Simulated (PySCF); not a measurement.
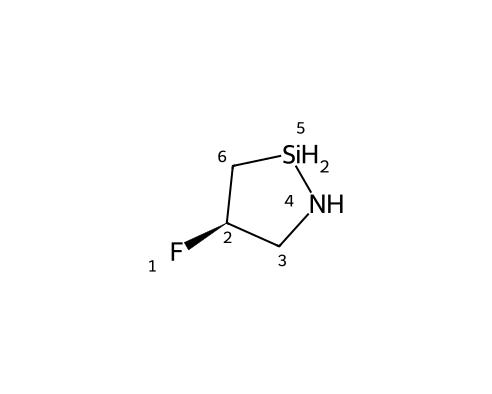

Skeletal drawing with numbered atoms; wedges and dashes mark any stereocentres. The configuration is that of a computed structure (PBE0-D3(BJ)/def2-SVP).

What are the Cahn–Ingold–Prelog descriptors?

C2: R.

Write the isomeric SMILES.

F[C@@H]1CN[SiH2]C1
